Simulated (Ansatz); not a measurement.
Run report: SiN2H8Cl2, single-point calculation

The run: single-point calculation of SiN2H8Cl2. Method and program: RKS PBE0-D4/def2-TZVPP (Ansatz 0.2.0).

The geometry is a transition state. The reaction was set up to form Si1–N7, H6–N9 and H2–H8 and to break Si1–H2, H6–N7 and H8–N9 (atoms counted from 1 in the order of the input); sticks are drawn by distance alone. The geometry comes from this level: PBE0-D4/def2-TZVP.

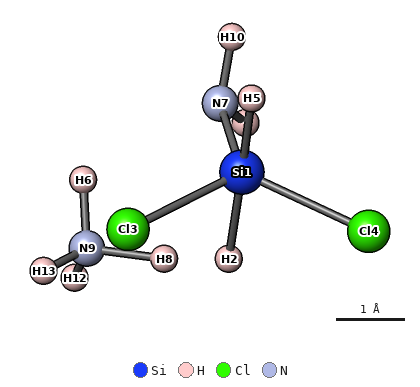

*The structure as given in the input (ball-and-stick view, seen at a tilt; atoms are numbered from 1 in the order of the input).*

Bond lengths as drawn: Cl–Si 2.10 to 2.16 Å, H–N 1.01 to 1.24 Å, H–Si 1.49 to 1.68 Å and N–Si 1.75 Å.

Input:
```yaml
crystal:
  periodic: [false, false, false]
  atoms:
    - {symbol: Si, position_ang: [-0.272388, 1.038699, 0.859272]}
    - {symbol: H, position_ang: [-0.025451, -0.608212, 1.048965]}
    - {symbol: Cl, position_ang: [-2.224225, 0.473183, 0.135767]}
    - {symbol: Cl, position_ang: [0.004189, 1.078399, 2.940534]}
    - {symbol: H, position_ang: [-0.578013, 2.489240, 0.703972]}
    - {symbol: H, position_ang: [0.170055, -0.841624, -1.566838]}
    - {symbol: N, position_ang: [1.065365, 0.973496, -0.263517]}
    - {symbol: H, position_ang: [-0.116371, -1.133485, 0.133283]}
    - {symbol: N, position_ang: [-0.244564, -1.589602, -1.011241]}
    - {symbol: H, position_ang: [1.415051, 1.873212, -0.561942]}
    - {symbol: H, position_ang: [1.836440, 0.360186, -0.038383]}
    - {symbol: H, position_ang: [0.211009, -2.477944, -1.181577]}
    - {symbol: H, position_ang: [-1.241197, -1.635648, -1.198396]}
basis:
  gaussian: {orbitals: def2-TZVPP}
hamiltonian: {xc: pbe0, dispersion: d4}
output: {orbitals: {seedname: orbitals}}
```

Hardware: 8 threads of Intel Xeon @ 2.50GHz, 180 GiB of memory available, shared host.

Command:
```bash
ansatz run in.yaml --threads 8 --pin off --events-out ev --progress --plain --max-ram 19148MiB
```

The program's output:
```
Functional definition: PBE0
  name "PBE0"
  cite "Adamo & Barone, J. Chem. Phys. 110, 6158 (1999) doi:10.1063/1.478522"
  cite "Perdew, Burke & Ernzerhof, Phys. Rev. Lett. 77, 3865 (1996) doi:10.1103/PhysRevLett.77.3865"
  parent pbe
  parameter a = 0.25
  parameter kappa = 0.804
  parameter beta = 0.06672455060314922
  exchange = (1 - a)*pbe_x(kappa = kappa, mu = beta*pi^2/3) + a*exact_x
  correlation = pbe_c(beta = beta)
1723 factors; their error is unknown
mean field evaluation 1: about -36013.3808 eV, gradient 7.2e1 eV
mean field evaluation 2: about -36003.4722 eV, gradient 9.4e1 eV
mean field evaluation 4: about -36022.6883 eV, gradient 4.8e0 eV
mean field evaluation 8: about -36022.7341 eV, gradient 4.6e-2 eV
mean field evaluation 16: about -36022.8158 eV, gradient 7.5e-5 eV
mean field -36022.81575205 eV, -1323.8140617463 hartree, gradient 7.5e-5 eV, S^2 0.000000; 0 other end points of the search recorded, 0 dependent functions left out
reference -36022.81578434 eV, -1323.8140629331 hartree; 35, 35 occupied and 265, 265 virtual orbitals, 1723 factors
Total energy: -36023.10100946 eV, -1323.8245447629 hartree
```

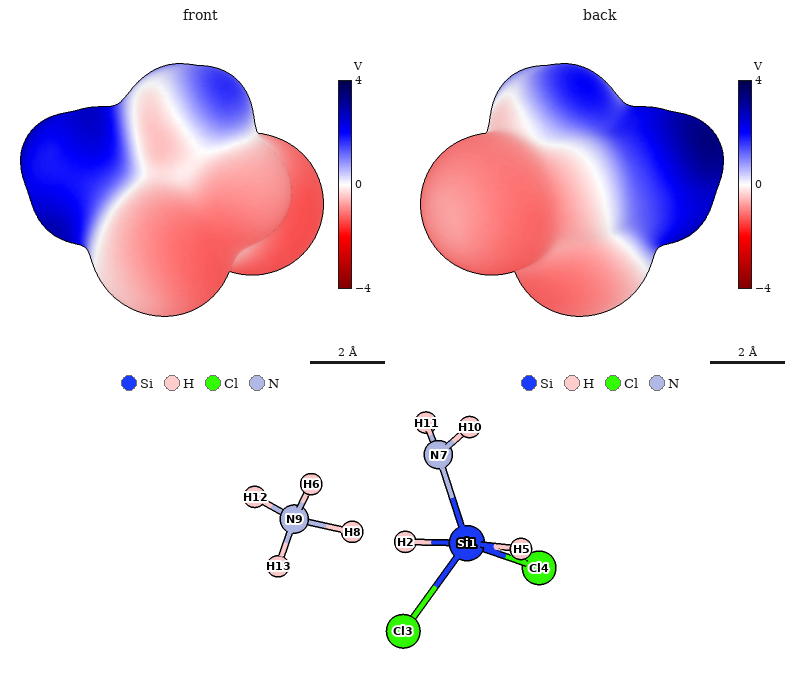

*The electrostatic potential painted on the density surface at 0.002 e/bohr³, seen at a tilt and from behind; the colour scale runs from red (negative) to blue (positive). The bare structure is drawn below in the same view.*

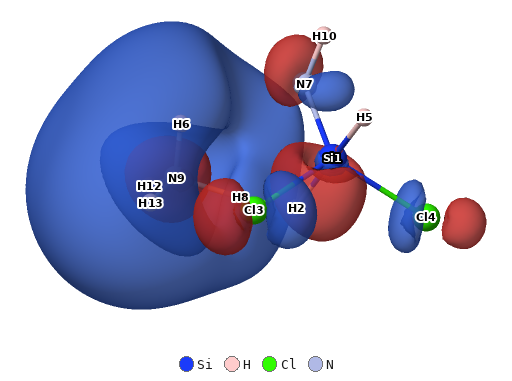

*One frontier orbital at ±0.06 Å⁻³ᐟ² (red and blue are the two phases), seen at a tilt.*

The LUMO, at −0.19 eV. It lies mainly on H12 (35 %), N9 (20 %), H13 (15 %) and H6 (10 %).

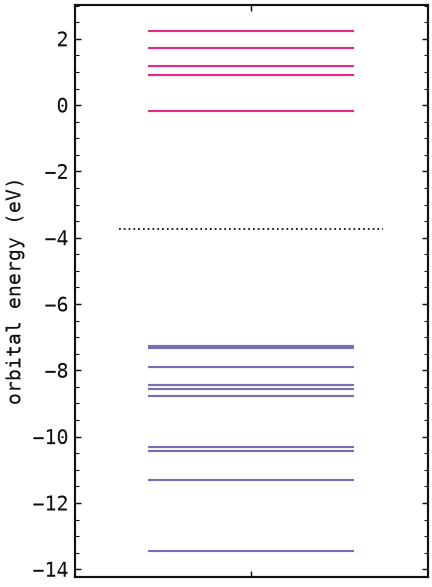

*Orbital energies near the frontier; the dotted line parts filled from empty levels, and levels within 0.02 eV of each other stand side by side.*

Highest filled −7.27 eV, lowest empty −0.19 eV, 7.08 eV apart.

Results in brief:

- outcome: converged
- total energy: −36023.1010 eV
- mean-field energy: −36022.8158 eV
- dispersion energy: −0.2852 eV
- SCF solution under orbital rotations: stable
- HOMO: −7.27 eV
- LUMO: −0.19 eV
- wall time: 5.5 s (CPU time 34 s)
- peak memory: 1 GiB
